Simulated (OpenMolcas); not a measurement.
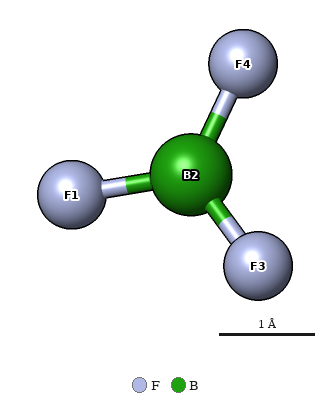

Fig. 1: The structure as given in the input (ball-and-stick view, seen at a tilt; atoms are numbered from 1 in the order of the input).

**Excited-state calculation, with input and output: BF$_{3}$ (part 1 of 2)**

- system: BF$_{3}$, SMILES FB(F)F
- method: CASSCF/ANO-RCC-VDZP, DKH2, PCM solvent water (OpenMolcas 26.06)

The geometry comes from this level: PBE0-D4/def2-TZVP.

Input
```
>>> EXPORT MOLCAS_PRINT=2

&GATEWAY
  Coord
  4
  bohr
  F      1.02776535     0.39824088     2.21906759
  B      0.00003779     0.00000000     0.00001890
  F     -0.50109868    -2.31209881    -0.73627509
  F     -0.52672336     1.91385793    -1.48279250
  Basis=ANO-RCC-VDZP
  Group=NoSym
  RF-Input
  PCM-Model
  Solvent=water
  End of RF-Input

&SEWARD

&RASSCF
  FileOrb=$CurrDir/step2.RasOrb
  Spin=1
  Nactel=4 0 0
  Inactive=14
  Ras2=4
  CIRoot=6 6 1
  OrbListing=Nothing
  RFRoot=1
```

Machine: 1 thread of AMD EPYC (Zen 3), 128 GiB of memory available, shared host.

Command:
```bash
export MOLCAS_MEM=1860
pymolcas step6.input > step6.log
```

Log
```
--- Start Module: gateway ---

                                              &GATEWAY

                       available to each process: 1.9 GB of memory, 1 thread

++    Symmetry information:
      ---------------------

                    Character Table for C1

                             E
                    a        1  x, y, xy, Rz, z, xz, Ry, yz, Rx, I
--

++    Basis set information:
      ----------------------

      Basis set label: F.ANO-RCC...3S2P1D.

      Electronic valence basis set:
      ------------------
      Associated Effective Charge   9.000000 au
      Associated Actual Charge      9.000000 au
      Nuclear Model: Point charge

      Shell  nPrim  nBasis  Cartesian Spherical Contaminant
         s      14       3        X
         p       9       2        X
         d       4       1                 X

      Basis set label: B.ANO-RCC...3S2P1D.

      Electronic valence basis set:
      ------------------
      Associated Effective Charge   5.000000 au
      Associated Actual Charge      5.000000 au
      Nuclear Model: Point charge

      Shell  nPrim  nBasis  Cartesian Spherical Contaminant
         s      14       3        X
         p       9       2        X
         d       5       1                 X

      Basis set label: F.ANO-RCC...3S2P1D.

      Electronic valence basis set:
      ------------------
      Associated Effective Charge   9.000000 au
      Associated Actual Charge      9.000000 au
      Nuclear Model: Point charge

      Shell  nPrim  nBasis  Cartesian Spherical Contaminant
         s      14       3        X
         p       9       2        X
         d       4       1                 X
--

++    Molecular structure info:
      -------------------------

                    ************************************************
                    **** Cartesian Coordinates / bohr, angstrom ****
                    ************************************************

     Center  Label                x              y              z                     x              y              z
        1      F1               1.027765       0.398241       2.219068              0.543870       0.210740       1.174280
        2      B2               0.000038       0.000000       0.000019              0.000020       0.000000       0.000010
        3      F3              -0.501099      -2.312099      -0.736275             -0.265170      -1.223510      -0.389620
        4      F4              -0.526723       1.913858      -1.482792             -0.278730       1.012770      -0.784660

                    ***************************************
                    *    InterNuclear Distances / bohr    *
                    ***************************************

               1 F1            2 B2            3 F3            4 F4
    1 F1       0.000000
    2 B2       2.477700        0.000000
    3 F3       4.291552        2.477714        0.000000
    4 F4       4.291538        2.477712        4.291463        0.000000

                    *******************************************
                    *    InterNuclear Distances / angstrom    *
                    *******************************************

               1 F1            2 B2            3 F3            4 F4
    1 F1       0.000000
    2 B2       1.311142        0.000000
    3 F3       2.270991        1.311150        0.000000
    4 F4       2.270984        1.311149        2.270944        0.000000

                    **************************************
                    *    Valence Bond Angles / degree    *
                    **************************************
                          Atom centers                 Phi
                      1 F1       2 B2       3 F3       120.00
                      1 F1       2 B2       4 F4       120.00
                      3 F3       2 B2       4 F4       120.00
--

            Nuclear Potential Energy            111.10914636 au

--- Stop Module: gateway /rc=_RC_ALL_IS_WELL_ ---

--- Start Module: seward ---

                                              &SEWARD

                       available to each process: 1.9 GB of memory, 1 thread

               SEWARD will generate:
                  Multipole Moment integrals up to order  2
                  Kinetic Energy integrals
                  Nuclear Attraction integrals (point charge)
                  One-Electron Hamiltonian integrals
                  Velocity integrals
                  Relativistic Douglas-Kroll-Hess integrals:
                    - Parametrization         : EXP
                    - DKH order of Hamiltonian: 2
                    - DKH order of Properties : 0
                         - multipole moment operators
                         - electric potential operators
                         - contact operators
                  Reaction Field integrals (PCM)
                  Orbital angular momentum around ( -0.0000   0.0000   0.0000 )
                  Velocity quadrupole around ( -0.0000   0.0000   0.0000 )
                  Atomic mean-field integrals
                  Two-Electron Repulsion integrals

                   Integrals are discarded if absolute value <: 1.00E-14
                   Integral cutoff threshold is set to       <: 1.00E-16

            Nuclear Potential Energy            111.10914636 au

      Basis set specifications :
      Symmetry species         a
      Basis functions           56

--- Stop Module: seward /rc=_RC_ALL_IS_WELL_ ---
--- Module seward spent 5 seconds ---

--- Start Module: rasscf ---

                                              &RASSCF

                       available to each process: 1.9 GB of memory, 1 thread

      Header of the ONEINT file:
      --------------------------

      OrdInt status: non-squared

      Cartesian coordinates in angstrom:
      -----------------------------------------------------
      No.  Label        X            Y            Z
      -----------------------------------------------------
       1   F1         0.54387000   0.21074000   1.17428000
       2   B2         0.00002000   0.00000000   0.00001000
       3   F3        -0.26517000  -1.22351000  -0.38962000
       4   F4        -0.27873000   1.01277000  -0.78466000
      -----------------------------------------------------
      Nuclear repulsion energy =  111.10914636

++    Wave function specifications:
      -----------------------------

      Number of closed shell electrons          28
      Number of electrons in active shells       4
      Max number of holes in RAS1 space          0
      Max nr of electrons in RAS3 space          0
      Number of inactive orbitals               14
      Number of active orbitals                  4
      Number of secondary orbitals              38
      Spin quantum number                      0.0
      State symmetry                             1
--

++    Orbital specifications:
      -----------------------

      Symmetry species                           1
                                                 a
      Frozen orbitals                            0
      Inactive orbitals                         14
      Active orbitals                            4
      RAS1 orbitals                              0
      RAS2 orbitals                              4
      RAS3 orbitals                              0
      Secondary orbitals                        38
      Deleted orbitals                           0
      Number of basis functions                 56
--

++    CI expansion specifications:
      ----------------------------

      Number of CSFs                            20
      Number of spin combinations               21
      Number of determinants                    36
      Number of root(s) required                 6
      Root chosen for geometry opt.              6
      CI roots used                              1     2     3     4     5     6
      weights                                0.167 0.167 0.167 0.167 0.167 0.167
      highest root included in the CI            6
      max. size of the explicit Hamiltonian     20
--

++    Optimization specifications:
      ----------------------------

      RASSCF algorithm: Conventional
      Maximum number of macro iterations       200
      Maximum number of SX iterations          100
      Threshold for RASSCF energy            1.000E-08
      Threshold for max MO rotation          1.000E-01
      Threshold for max BLB element          1.000E-04
      Level shift parameter                  5.000E-01
      Make Quasi-Newton update

      Polarizable Continuum Model (PCM) activated
      Solvent: water
      Version: Dielectric
      Average area for surface element on the cavity boundary: 0.4000 angstrom^2
      Minimum radius for added spheres: 0.2000 angstrom
      Calculation type: equilibrium

      Reaction field from state:            1
--

      The MO-coefficients are taken from the file:
      step2.RasOrb
      Title: RASSCF average (pseudo-natural) orbitals

      Total molecular charge    0.00

      ************************************************************************************************************************
      *                                            Wave function control section                                             *
      ************************************************************************************************************************

                                         RASSCF iterations: Energy and convergence statistics
                                         ----------------------------------------------------

          iter iter root      energy       change     param      element    value   shift minimum  type update hh:mm:ss
 Nr of preliminary CI iterations:   1
        1   1    5    0  -323.04409944    0.00E+00   8.64E-03   11  17 1 -9.99E-03*  0.46   0.00    SX    NO    0:00:01
        2   1    4    0  -323.04380620    2.93E-04*  4.18E-03   11  17 1 -3.05E-03*  0.46   0.00    SX    NO    0:00:00
        3   1    4    0  -323.04386003   -5.38E-05*  3.05E-03   11  17 1 -1.82E-03*  0.46   0.00    SX    NO    0:00:00
        4   1    4    0  -323.04387841   -1.84E-05* -2.42E-03   17  21 1 -1.31E-03*  0.46   0.00    SX    NO    0:00:01
        5   1    4    0  -323.04388848   -1.01E-05* -3.59E-03   17  21 1 -9.31E-04*  0.46   2.50    LS   YES    0:00:00
        6   1    4    0  -323.04388810    3.87E-07* -1.81E-03   18  19 1  4.93E-04*  0.46   0.27    LS   YES    0:00:01
        7   1    4    0  -323.04390339   -1.53E-05* -4.90E-03   17  21 1 -6.50E-04*  0.46   0.94    QN   YES    0:00:01
        8   1    4    0  -323.04389660    6.79E-06* -2.80E-03   12  16 1  3.48E-04*  0.46   0.18    LS   YES    0:00:01
        9   1    4    0  -323.04390862   -1.20E-05* -4.60E-03   18  19 1  4.74E-04*  0.46   0.94    QN   YES    0:00:01
       10   1    4    0  -323.04390820    4.18E-07* -2.29E-03   12  16 1  3.54E-04*  0.46   0.28    LS   YES    0:00:01
       11   1    4    0  -323.04391792   -9.71E-06* -3.94E-03   12  16 1  3.62E-04*  0.46   0.96    QN   YES    0:00:01
       12   1    4    0  -323.04391996   -2.04E-06* -5.81E-03   12  16 1  3.10E-04*  0.46   2.50    LS   YES    0:00:00
       13   1    4    0  -323.04393236   -1.24E-05* -4.16E-03   17  21 1  7.14E-04*  0.46   0.92    QN   YES    0:00:00
       14   1    4    0  -323.04395163   -1.93E-05*  6.88E-04   17  21 1  2.79E-04*  0.46   1.01    QN   YES    0:00:00
       15   1    4    0  -323.04394873    2.90E-06*  4.56E-04   12  16 1  2.32E-04*  0.46   0.05    LS   YES    0:00:01
       16   1    4    0  -323.04394598    2.74E-06*  3.29E-04   12  16 1  2.60E-04*  0.46  -0.03    LS   YES    0:00:01
       17   1    4    0  -323.04394781   -1.82E-06* -2.14E-03   12  16 1  2.40E-04*  0.46   1.04    QN   YES    0:00:01
       18   1    4    0  -323.04395349   -5.68E-06* -1.29E-03   12  16 1  1.46E-04*  0.46   1.02    QN   YES    0:00:01
       19   1    3    0  -323.04396286   -9.37E-06* -1.02E-03   12  16 1  9.14E-05   0.46   1.00    QN   YES    0:00:01
       20   1    3    0  -323.04396727   -4.41E-06* -5.93E-04   10  16 1 -8.28E-05   0.46   1.00    QN   YES    0:00:01
       21   1    3    0  -323.04397086   -3.59E-06* -3.82E-04   10  16 1 -7.11E-05   0.46   1.00    QN   YES    0:00:00
       22   1    3    0  -323.04397293   -2.07E-06*  2.59E-04   10  16 1 -4.44E-05   0.46   1.00    QN   YES    0:00:00
       23   1    3    0  -323.04397415   -1.22E-06* -1.51E-04   13  29 1 -2.44E-05   0.46   1.00    QN   YES    0:00:00
       24   1    3    0  -323.04397427   -1.26E-07* -4.35E-05   18  22 1  1.27E-05   0.46   1.01    QN   YES    0:00:01
       25   1    3    0  -323.04397375    5.17E-07* -3.04E-05    8  24 1  8.24E-06   0.46   0.00    LS   YES    0:00:01
       26   1    3    0  -323.04397333    4.22E-07* -2.13E-05   18  22 1  1.03E-05   0.46  -0.00    LS   YES    0:00:01
       27   1    3    0  -323.04397359   -2.60E-07*  4.47E-05    8  24 1  8.38E-06   0.46   1.00    QN   YES    0:00:00
       28   1    3    0  -323.04397347    1.20E-07*  3.12E-05    8  24 1  3.91E-06   0.46   0.00    LS   YES    0:00:00
       29   1    3    0  -323.04397344    3.02E-08*  2.19E-05    8  24 1  7.24E-06   0.46  -0.00    LS   YES    0:00:00
       30   1    3    0  -323.04397346   -1.61E-08*  2.60E-05    8  24 1  4.91E-06   0.46   1.00    QN   YES    0:00:00
       31   1    2    0  -323.04397333    1.26E-07*  1.82E-05   13  29 1  1.94E-06   0.46   0.00    LS   YES    0:00:00
       32   1    2    0  -323.04397345   -1.16E-07* -2.35E-05    8  24 1  3.67E-06   0.46  -0.50    QN   YES    0:00:00
       33   1    2    0  -323.04397329    1.56E-07* -1.65E-05   13  29 1  8.21E-07   0.46   0.00    LS   YES    0:00:00
       34   1    2    0  -323.04397342   -1.28E-07* -1.71E-05    8  24 1  2.47E-06   0.46  -0.50    QN   YES    0:00:00
       35   1    2    0  -323.04397329    1.28E-07* -1.20E-05   17  21 1  3.98E-07   0.46   0.00    LS   YES    0:00:00
       36   1    2    0  -323.04397339   -9.84E-08* -1.20E-05    8  24 1  1.62E-06   0.46  -0.50    QN   YES    0:00:00
       37   1    2    0  -323.04397330    9.14E-08* -8.41E-06    8  24 1 -3.05E-07   0.46   0.00    LS   YES    0:00:00
       38   1    2    0  -323.04397337   -6.73E-08* -8.38E-06    8  24 1  1.05E-06   0.46  -0.50    QN   YES    0:00:01
       39   1    2    0  -323.04397331    6.10E-08* -5.87E-06    8  24 1 -2.13E-07   0.46   0.00    LS   YES    0:00:00
       40   1    2    0  -323.04397335   -4.47E-08* -5.85E-06    8  24 1  6.73E-07   0.46  -0.50    QN   YES    0:00:00
       41   1    2    0  -323.04397331    3.99E-08* -4.09E-06    8  24 1 -1.41E-07   0.46   0.00    LS   YES    0:00:00
       42   1    2    0  -323.04397334   -2.90E-08* -4.09E-06   13  29 1  4.70E-07   0.46  -0.50    QN   YES    0:00:00
       43   1    2    0  -323.04397331    2.58E-08* -2.86E-06    8  24 1 -9.10E-08   0.46   0.00    LS   YES    0:00:00
       44   1    2    0  -323.04397333   -1.86E-08* -2.86E-06   13  29 1  3.31E-07   0.46  -0.50    QN   YES    0:00:00
       45   1    2    0  -323.04397332    1.65E-08* -2.00E-06    8  24 1 -5.85E-08   0.46   0.00    LS   YES    0:00:00
       46   1    2    0  -323.04397333   -1.19E-08* -2.01E-06   13  29 1  2.32E-07   0.46  -0.50    QN   YES    0:00:01
       47   1    1    0  -323.04397332    1.05E-08* -1.41E-06    8  24 1 -3.77E-08   0.46   0.00    LS   YES    0:00:00
       48   1    2    0  -323.04397333   -7.53E-09  -1.39E-06   13  29 1  1.62E-07   0.46  -0.50    QN   YES    0:00:00
      Convergence after 48 iterations
       49   1    2    0  -323.04397332    7.47E-09  -1.39E-06    8  24 1 -4.38E-08   0.46  -0.50    QN   YES    0:00:00

      ************************************************************************************************************************
                                                      Wave function printout:
                       occupation of active orbitals, and spin coupling of open shells (u,d: Spin up or down)
      ************************************************************************************************************************

      Note: transformation to natural orbitals
      has been made, which may change the order of the CSFs.

      printout of CI-coefficients larger than  0.05 for root  1
      energy=    -323.554453
      conf/sym  1111     Coeff  Weight
             1  2200  -0.96909 0.93913
             4  u2d0  -0.24512 0.06009

      printout of CI-coefficients larger than  0.05 for root  2
      energy=    -323.109406
      conf/sym  1111     Coeff  Weight
             2  2ud0   0.99974 0.99948

      printout of CI-coefficients larger than  0.05 for root  3
      energy=    -323.066759
      conf/sym  1111     Coeff  Weight
             5  u20d  -0.99935 0.99870

      printout of CI-coefficients larger than  0.05 for root  4
      energy=    -323.053341
      conf/sym  1111     Coeff  Weight
             1  2200   0.24614 0.06058
             4  u2d0  -0.96817 0.93735

      printout of CI-coefficients larger than  0.05 for root  5
      energy=    -323.042935
      conf/sym  1111     Coeff  Weight
             3  2u0d   0.99606 0.99213
            15  uudd  -0.08603 0.00740

      printout of CI-coefficients larger than  0.05 for root  6
      energy=    -322.436946
      conf/sym  1111     Coeff  Weight
             6  2020  -0.79067 0.62516
             8  2002   0.60222 0.36267
            12  0220   0.07955 0.00633
            14  0202  -0.07253 0.00526

      Natural orbitals and occupation numbers for root  1
      sym 1:   1.993700   1.999918   0.006212   0.000171

      Natural orbitals and occupation numbers for root  2
      sym 1:   1.999713   1.000008   0.999768   0.000511

      Natural orbitals and occupation numbers for root  3
      sym 1:   1.001255   1.999944   0.000029   0.998771

      Natural orbitals and occupation numbers for root  4
      sym 1:   1.400673   1.999799   0.599280   0.000249

      Natural orbitals and occupation numbers for root  5
      sym 1:   1.997727   1.000270   0.002273   0.999730

      Natural orbitals and occupation numbers for root  6
      sym 1:   1.976825   0.023267   1.262982   0.736925
```
